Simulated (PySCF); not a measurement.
# C4H13NSi: NMR shifts at several levels of theory

How much do the NMR shifts of C4H13NSi (`CCCN(C)[SiH3]`) depend on the level of theory, and what does each level cost?

Programs: PySCF 2.14.0, with density-fitted response routines of our own. Each step states its level of theory. These are calculated values for one molecule in the gas phase, unless marked as measured. Atoms count from 0, in the outputs and in this text.

## Step 1: The molecule as given

19 atoms, charge 0, multiplicity 1; geometry from: GFN2-xTB.

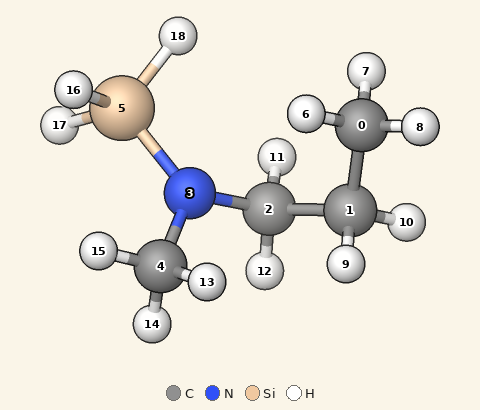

The starting geometry (carbon grey, nitrogen blue, silicon light orange, hydrogen white), atoms numbered; sticks join atoms by distance.

## Step 2: Geometry optimisation at PBE0-D3(BJ)/def2-SVP

The job: settings as JSON, then the geometry in Å.

```
{"job": {"xc": "PBE0", "basis": "def2-SVP", "d3": "d3bj", "grid": 1, "kind": "geom"}, "charge": 0, "multiplicity": 1}
C     -2.061130     0.643840    -0.054030
C     -1.528070    -0.759340     0.202380
C     -0.113640    -0.726740     0.796090
N      0.846610    -0.052300    -0.044750
C      1.239710    -0.806340    -1.208330
Si     1.763370     1.289890     0.505370
H     -1.427400     1.161150    -0.769670
H     -2.070720     1.218690     0.869170
H     -3.074240     0.603650    -0.447910
H     -1.529130    -1.328540    -0.729010
H     -2.177700    -1.282750     0.907430
H     -0.153040    -0.205240     1.754230
H      0.217550    -1.758540     0.990700
H      0.390540    -0.963170    -1.879420
H      1.640980    -1.788620    -0.928130
H      2.009360    -0.264590    -1.751700
H      2.136960     2.043540    -0.692100
H      2.989820     0.940340     1.244950
H      0.880570     2.053580     1.384600
```

Output:

```text
step   0  E = -503.87652733  max force = 0.013395
step   1  E = -503.87947582  max force = 0.004907
step   2  E = -503.87950699  max force = 0.003668
step   3  E = -503.87972598  max force = 0.000512
step   4  E = -503.87973794  max force = 0.000246
optimisation converged
```

Run time: 45 s. Hardware: 1 thread, shared host.

The steps of the relaxation:

| step | energy from step 0 (eV) | largest force component (eV/Å) |
| --- | --- | --- |
| 0 | 0.0000 | 0.6888 |
| 1 | -0.0802 | 0.2523 |
| 2 | -0.0811 | 0.1886 |
| 3 | -0.0870 | 0.0263 |
| 4 | -0.0874 | 0.0126 |

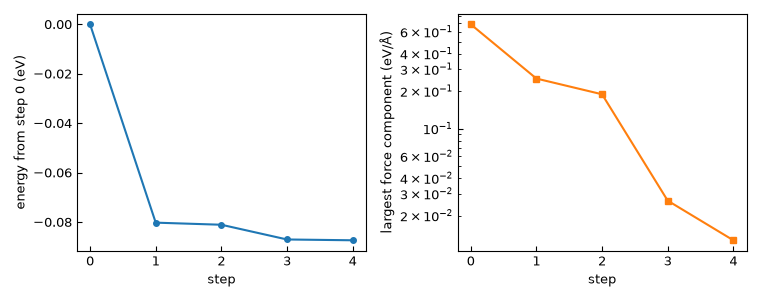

Energy and largest force along the relaxation.

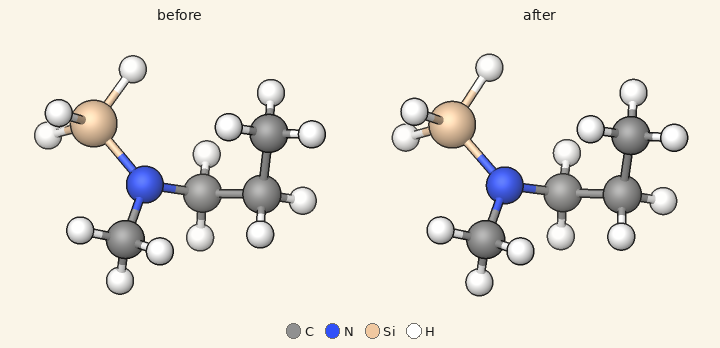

Before and after, at one scale.

Close pairs (by a distance rule), those that changed most:

| bond | before (Å) | after (Å) | change (Å) |
| --- | --- | --- | --- |
| Si5–H18 | 1.461 | 1.494 | +0.033 |
| Si5–H16 | 1.463 | 1.495 | +0.032 |
| Si5–H17 | 1.474 | 1.505 | +0.031 |
| N3–Si5 | 1.716 | 1.734 | +0.018 |
| C0–H7 | 1.088 | 1.102 | +0.015 |
| C4–H15 | 1.087 | 1.101 | +0.014 |
| C0–H6 | 1.087 | 1.101 | +0.014 |
| C0–H8 | 1.088 | 1.100 | +0.013 |

The end geometry stands in the next job.

| at the end point | value |
| --- | --- |
| point group (found at 0.08 Å tolerance) | C1 |
| rotational constants (GHz, main isotopes) | 3.947, 1.733, 1.477 |
| dipole moment (D) | 0.99 |

## Step 3: NMR shieldings: PBE0/cc-pVDZ

The job: settings as JSON, then the geometry in Å.

```
{"job": {"kind": "nmr", "xc": "PBE0", "basis": "cc-pVDZ", "pop": true}, "charge": 0, "multiplicity": 1}
C     -2.100046     0.611923    -0.085301
C     -1.531459    -0.761723     0.226024
C     -0.120626    -0.710872     0.811624
N      0.850865    -0.058562    -0.042206
C      1.224908    -0.789029    -1.227615
Si     1.803046     1.276433     0.521035
H     -1.472021     1.137625    -0.820478
H     -2.140817     1.240780     0.819139
H     -3.119815     0.546515    -0.493492
H     -1.531056    -1.382714    -0.686401
H     -2.178148    -1.292859     0.945030
H     -0.159562    -0.173358     1.774852
H      0.210634    -1.742490     1.051343
H      0.368196    -0.943864    -1.908381
H      1.643849    -1.788308    -0.992447
H      1.988037    -0.237089    -1.797208
H      2.228692     2.088852    -0.660147
H      3.055074     0.904485     1.268344
H      0.960648     2.092763     1.446156
```

Method: GIAO PBE0/cc-pVDZ NMR shielding, non-relativistic, gas phase.

Output:

```text
coarse grid: 15096 points
cycle   1  E = -504.0563550242  dE =  3.074e-01  |g| = 3.846e-01  |ddm| = 7.328e+00
cycle   2  E = -504.0334476620  dE =  2.291e-02  |g| = 5.007e-01  |ddm| = 1.561e+00
cycle   3  E = -504.0956604413  dE = -6.221e-02  |g| = 6.470e-02  |ddm| = 8.200e-01
cycle   4  E = -504.0964100722  dE = -7.496e-04  |g| = 2.918e-02  |ddm| = 1.228e-01
cycle   5  E = -504.0966064100  dE = -1.963e-04  |g| = 4.059e-03  |ddm| = 4.663e-02
cycle   6  E = -504.0966100021  dE = -3.592e-06  |g| = 1.071e-03  |ddm| = 7.089e-03
final grid: 137592 points
cycle   7  E = -504.1110765942  dE = -2.298e-05  |g| = 8.784e-03  |ddm| = 5.812e-02
cycle   8  E = -504.1110636238  dE =  1.297e-05  |g| = 1.132e-02  |ddm| = 3.407e-02
cycle   9  E = -504.1110968401  dE = -3.322e-05  |g| = 1.153e-03  |ddm| = 1.903e-02
cycle  10  E = -504.1110971246  dE = -2.845e-07  |g| = 2.183e-04  |ddm| = 1.747e-03
cycle  11  E = -504.1110971348  dE = -1.015e-08  |g| = 4.036e-05  |ddm| = 3.586e-04
cycle  12  E = -504.1110971352  dE = -3.766e-10  |g| = 1.580e-05  |ddm| = 9.629e-05
converged SCF energy = -504.1110971352

GIAO shielding tensors (ppm)
atom      isotropic    diamagn.    paramagn.     s11        s22        s33       span
  0 C      184.450     245.384     -60.934    171.276    186.043    196.030     24.754
  1 C      174.658     245.838     -71.180    158.790    177.894    187.290     28.499
  2 C      142.882     245.876    -102.994    122.942    137.030    168.673     45.731
  3 N      263.948     311.575     -47.627    226.337    267.851    297.655     71.318
  4 C      161.850     244.763     -82.913    134.997    154.016    196.536     61.538
  5 Si     456.008     883.422    -427.414    398.709    434.633    534.683    135.974
  6 H       30.008      32.102      -2.094     25.323     30.533     34.168      8.846
  7 H       30.784      30.520       0.264     26.856     28.600     36.895     10.040
  8 H       30.460      27.932       2.528     26.158     27.730     37.493     11.336
  9 H       29.602      31.692      -2.090     25.258     29.160     34.388      9.130
 10 H       30.394      29.395       1.000     25.489     28.722     36.972     11.483
 11 H       28.571      32.673      -4.102     23.303     28.933     33.478     10.175
 12 H       28.629      30.695      -2.066     23.384     28.616     33.887     10.503
 13 H       28.660      31.517      -2.857     23.428     27.618     34.934     11.505
 14 H       29.300      29.138       0.162     25.085     26.476     36.338     11.253
 15 H       28.870      29.882      -1.012     24.189     27.340     35.080     10.891
 16 H       26.653      30.373      -3.720     23.210     24.960     31.789      8.579
 17 H       26.415      29.250      -2.836     22.620     24.064     32.560      9.940
 18 H       26.731      31.138      -4.407     22.769     26.087     31.338      8.569
```

It took 19 s on 1 thread, shared host.

The references, computed at this level on geometries of the same kind, shield at (ppm): 1H TMS 31.29, 13C TMS 196.8, 29Si TMS 418.6, 15N NH3 273.1. Their shielding less the atom's gives the shift. The references are single molecules in the gas phase, so shifts against H2O, NH3, PH3, H3PO4 or CFCl3 are not on the usual liquid scales and can be off by tens of ppm. Atoms listed in one row are averaged.

| atoms | environment | σ (ppm) | δ (ppm) |
| --- | --- | --- | --- |
| C2 | sp3 CH2 bonded to N | 142.9 | 53.9 |
| C4 | methyl carbon bonded to N | 161.8 | 34.9 |
| C1 | sp3 CH2 | 174.7 | 22.1 |
| C0 | methyl carbon | 184.4 | 12.3 |
| H16, H17, H18 | hydrogen on a silicon bonded to N | 26.60 | 4.69 |
| H11, H12 | hydrogen on an sp3 CH2 bonded to N | 28.60 | 2.69 |
| H13, H14, H15 | hydrogen on a methyl carbon bonded to N | 28.94 | 2.35 |
| H9, H10 | hydrogen on an sp3 CH2 | 30.00 | 1.29 |
| H6, H7, H8 | hydrogen on a methyl carbon | 30.42 | 0.87 |
| N3 | nitrogen bonded to 2 C, Si | 263.9 | 9.2 |
| Si5 | silicon bonded to N, 3 H | 456.0 | -37.4 |

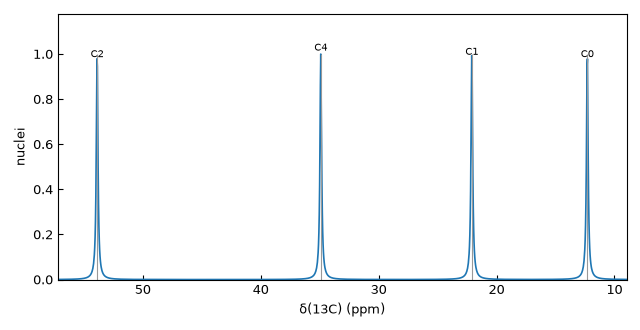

13C lines at the computed shifts, without couplings. Lines are broadened to a width of 0.17 ppm (Lorentzian).

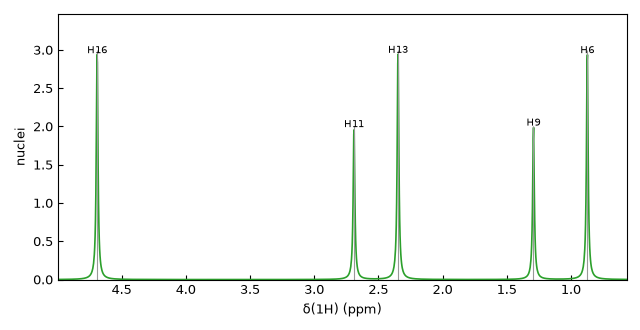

1H lines at the computed shifts, without couplings. Lines are broadened to a width of 0.02 ppm (Lorentzian).

The run also stored atomic charges by several schemes (e):

| atoms | Mulliken | IAO | Hirshfeld | ESP fit |
| --- | --- | --- | --- | --- |
| C0 | -0.08 | -0.41 | -0.11 | -0.31 |
| C1 | -0.10 | -0.25 | -0.07 | 0.13 |
| C2 | 0.07 | -0.14 | -0.02 | -0.19 |
| N3 | -0.42 | -0.49 | -0.15 | 0.01 |
| C4 | 0.04 | -0.29 | -0.06 | -0.44 |
| Si5 | 0.30 | 0.69 | 0.33 | 0.22 |

Hirshfeld charges:

C0 -0.11; C1 -0.07; C2 -0.02; N3 -0.15; C4 -0.06; Si5 0.33; H6 0.03; H7 0.03; H8 0.04; H9 0.03; H10 0.04; H11 0.04; H12 0.03; H13 0.03; H14 0.03; H15 0.04; H16 -0.08; H17 -0.10; H18 -0.08

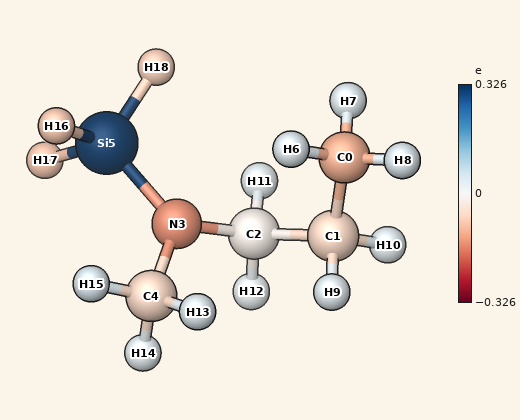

Hirshfeld charges, as colours on the atoms.

Mayer bond orders: C0–C1 1.09, C1–C2 1.07, C2–N3 1.02, N3–C4 1.04, N3–Si5 1.14.

## Step 4: NMR shieldings: PBE0/aug-cc-pVDZ

The job, as its differences from that of step 3:

```diff
@@ -1,2 +1,2 @@
-{"job": {"kind": "nmr", "xc": "PBE0", "basis": "cc-pVDZ", "pop": true}, "charge": 0, "multiplicity": 1}
+{"job": {"kind": "nmr", "xc": "PBE0", "basis": "aug-cc-pVDZ", "pop": true}, "charge": 0, "multiplicity": 1}
 C     -2.100046     0.611923    -0.085301
```

Level: GIAO PBE0/aug-cc-pVDZ NMR shielding, non-relativistic, gas phase.

Output:

```text
coarse grid: 15096 points
cycle   1  E = -504.0678907193  dE =  2.924e-01  |g| = 3.979e-01  |ddm| = 1.002e+01
cycle   2  E = -504.0387482604  dE =  2.914e-02  |g| = 5.325e-01  |ddm| = 1.995e+00
cycle   3  E = -504.1092631749  dE = -7.051e-02  |g| = 7.068e-02  |ddm| = 1.125e+00
cycle   4  E = -504.1101811700  dE = -9.180e-04  |g| = 3.056e-02  |ddm| = 1.644e-01
cycle   5  E = -504.1103958988  dE = -2.147e-04  |g| = 4.651e-03  |ddm| = 6.500e-02
cycle   6  E = -504.1104006464  dE = -4.748e-06  |g| = 1.280e-03  |ddm| = 1.209e-02
final grid: 137592 points
cycle   7  E = -504.1249476648  dE = -4.386e-05  |g| = 8.735e-03  |ddm| = 2.789e-01
cycle   8  E = -504.1249338226  dE =  1.384e-05  |g| = 1.140e-02  |ddm| = 5.047e-02
cycle   9  E = -504.1249674535  dE = -3.363e-05  |g| = 1.225e-03  |ddm| = 2.446e-02
cycle  10  E = -504.1249677711  dE = -3.176e-07  |g| = 2.812e-04  |ddm| = 2.414e-03
cycle  11  E = -504.1249677878  dE = -1.674e-08  |g| = 6.071e-05  |ddm| = 6.620e-04
cycle  12  E = -504.1249677887  dE = -8.682e-10  |g| = 1.989e-05  |ddm| = 2.104e-04
converged SCF energy = -504.1249677887

GIAO shielding tensors (ppm)
atom      isotropic    diamagn.    paramagn.     s11        s22        s33       span
  0 C      184.013     205.553     -21.540    170.833    185.632    195.573     24.739
  1 C      172.978     201.098     -28.120    157.113    175.549    186.272     29.159
  2 C      142.461     202.599     -60.138    122.578    136.990    167.814     45.236
  3 N      263.588     265.890      -2.302    228.361    270.121    292.282     63.921
  4 C      161.939     202.846     -40.907    134.396    154.156    197.264     62.868
  5 Si     449.447     892.581    -443.135    388.943    424.132    535.266    146.323
  6 H       30.113      24.439       5.674     25.533     30.540     34.265      8.732
  7 H       30.875      26.001       4.875     27.037     28.610     36.979      9.941
  8 H       30.456      28.543       1.913     26.100     27.760     37.509     11.409
  9 H       29.570      25.543       4.027     25.262     29.140     34.309      9.047
 10 H       30.260      27.730       2.530     25.195     28.764     36.821     11.626
 11 H       28.579      30.007      -1.428     23.482     28.897     33.358      9.875
 12 H       28.528      27.203       1.325     23.188     28.661     33.736     10.548
 13 H       28.609      26.300       2.309     23.466     27.512     34.849     11.384
 14 H       29.252      25.401       3.851     24.913     26.628     36.215     11.302
 15 H       28.823      31.765      -2.942     24.329     27.203     34.937     10.607
 16 H       26.551      28.395      -1.843     23.115     24.926     31.613      8.498
 17 H       26.280      26.978      -0.698     22.596     23.881     32.362      9.766
 18 H       26.647      29.602      -2.954     22.690     26.038     31.213      8.523
```

It took 41 s on 1 thread, shared host.

This run: δ C2 52.7, C4 33.2, C1 22.1, C0 11.1, H16 4.90, H11 2.84 ppm (means over like atoms).

## Step 5: NMR shieldings: PBE0/pcSseg-0

The job, as its differences from that of step 4:

```diff
@@ -1,2 +1,2 @@
-{"job": {"kind": "nmr", "xc": "PBE0", "basis": "aug-cc-pVDZ", "pop": true}, "charge": 0, "multiplicity": 1}
+{"job": {"kind": "nmr", "xc": "PBE0", "basis": "pcSseg-0", "pop": true}, "charge": 0, "multiplicity": 1}
 C     -2.100046     0.611923    -0.085301
```

With the program's defaults for keys left out, this is: GIAO PBE0/pcSseg-0 NMR shielding, non-relativistic, gas phase.

Output:

```text
coarse grid: 15096 points
cycle   1  E = -503.2303917797  dE =  2.106e-01  |g| = 3.254e-01  |ddm| = 3.956e+00
cycle   2  E = -503.2174618364  dE =  1.293e-02  |g| = 4.117e-01  |ddm| = 9.387e-01
cycle   3  E = -503.2578106362  dE = -4.035e-02  |g| = 5.084e-02  |ddm| = 5.769e-01
cycle   4  E = -503.2582799476  dE = -4.693e-04  |g| = 2.202e-02  |ddm| = 8.709e-02
cycle   5  E = -503.2583921485  dE = -1.122e-04  |g| = 2.902e-03  |ddm| = 2.809e-02
cycle   6  E = -503.2583942427  dE = -2.094e-06  |g| = 5.094e-04  |ddm| = 4.183e-03
final grid: 137592 points
cycle   7  E = -503.2721763328  dE = -2.125e-05  |g| = 5.484e-03  |ddm| = 2.495e-02
cycle   8  E = -503.2721734863  dE =  2.846e-06  |g| = 6.418e-03  |ddm| = 1.444e-02
cycle   9  E = -503.2721840049  dE = -1.052e-05  |g| = 6.284e-04  |ddm| = 8.320e-03
cycle  10  E = -503.2721840885  dE = -8.362e-08  |g| = 1.194e-04  |ddm| = 8.742e-04
cycle  11  E = -503.2721840917  dE = -3.117e-09  |g| = 1.911e-05  |ddm| = 1.625e-04
cycle  12  E = -503.2721840918  dE = -1.049e-10  |g| = 7.564e-06  |ddm| = 4.325e-05
converged SCF energy = -503.2721840918

GIAO shielding tensors (ppm)
atom      isotropic    diamagn.    paramagn.     s11        s22        s33       span
  0 C      180.002     245.776     -65.774    166.494    180.897    192.614     26.120
  1 C      172.600     244.868     -72.268    154.898    177.528    185.374     30.477
  2 C      137.560     240.135    -102.575    114.766    130.323    167.590     52.824
  3 N      283.207     326.266     -43.059    235.098    278.758    335.764    100.666
  4 C      155.195     243.211     -88.016    126.452    146.038    193.096     66.644
  5 Si     415.214     879.215    -464.000    333.851    374.277    537.515    203.664
  6 H       31.355      28.428       2.927     26.215     32.345     35.506      9.291
  7 H       32.164      29.365       2.798     28.145     30.059     38.286     10.141
  8 H       31.876      29.542       2.334     27.237     28.823     39.569     12.332
  9 H       31.072      30.567       0.504     26.275     30.734     36.207      9.932
 10 H       32.058      31.999       0.059     26.632     30.198     39.346     12.714
 11 H       30.374      31.123      -0.749     24.340     30.945     35.838     11.498
 12 H       30.412      31.112      -0.700     24.751     30.268     36.219     11.468
 13 H       30.129      29.056       1.074     24.310     28.914     37.164     12.853
 14 H       30.905      29.203       1.702     26.539     27.789     38.386     11.847
 15 H       30.488      29.843       0.645     24.890     28.848     37.726     12.836
 16 H       27.916      29.405      -1.489     23.690     26.064     33.993     10.302
 17 H       27.595      28.810      -1.215     22.901     25.568     34.316     11.415
 18 H       28.011      29.454      -1.443     23.142     27.278     33.613     10.471
```

Run time: 8.2 s. Hardware: 1 thread, shared host.

Key values: δ C2 56.0, C4 38.3, C1 20.9, C0 13.5, H16 4.99, H11 2.44 ppm (means over like atoms).

## Step 6: Comparing the runs: NMR shifts

Shifts (ppm) of some atoms, chosen among heavy atoms and hydrogens apart, means over like atoms, with basis size and wall time:

| run | C2 | C4 | C0 | H16 | H11 | N3 | Si5 | functions | time |
| --- | --- | --- | --- | --- | --- | --- | --- | --- | --- |
| PBE0/cc-pVDZ | 53.9 | 34.9 | 12.3 | 4.69 | 2.69 | 9.2 | -37.4 | 153 | 19 s |
| PBE0/aug-cc-pVDZ | 52.7 | 33.2 | 11.1 | 4.90 | 2.84 | 6.3 | -32.7 | 259 | 41 s |
| PBE0/pcSseg-0 | 56.0 | 38.3 | 13.5 | 4.99 | 2.44 | -17.2 | -66.7 | 84 | 8.2 s |

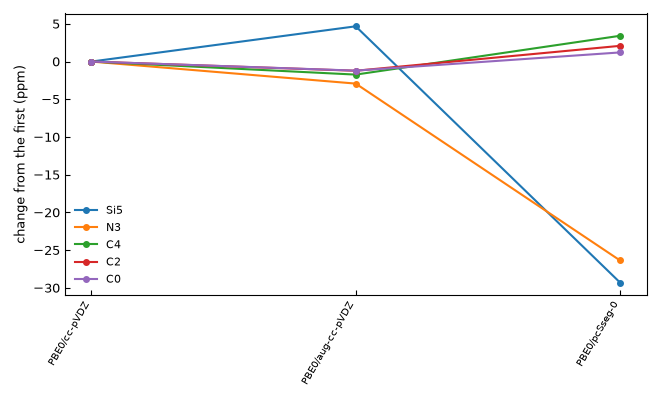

How five of the tabulated atoms move from run to run.

## Step 7: Summary of results

| quantity | value |
| --- | --- |
| point group | C1 |
| rotational constants (main isotopes) | 3.95, 1.73, 1.48 GHz |
| 13C shifts against TMS (PBE0/cc-pVDZ) | 53.9, 34.9, 22.1, 12.3 ppm |
| 1H shifts against TMS (PBE0/cc-pVDZ, means over atoms taken as alike) | 4.69, 2.69, 2.35, 1.29, 0.87 ppm |
| 15N shifts against NH3 (PBE0/cc-pVDZ) | 9.2 ppm |
| 29Si shifts against TMS (PBE0/cc-pVDZ) | -37.4 ppm |
| range of the shift of Si5 | -66.7 to -32.7 ppm |

What this shows: Single values in the summary come from the first run of each kind that ended normally (PBE0/cc-pVDZ), which need not be the best level. Over 4 steps the energy fell by 0.087 eV; of the close pairs, Si5–H18 changed most, 1.461 to 1.494 Å. No frequency check was run at this level, so the end point may be a saddle. At PBE0/cc-pVDZ: Shielding is most anisotropic at Si5 (span 136 ppm, paramagnetic term -427 ppm). Across the 3 runs the shift of Si5 moves most, between -66.7 (PBE0/pcSseg-0) and -32.7 ppm (PBE0/aug-cc-pVDZ).
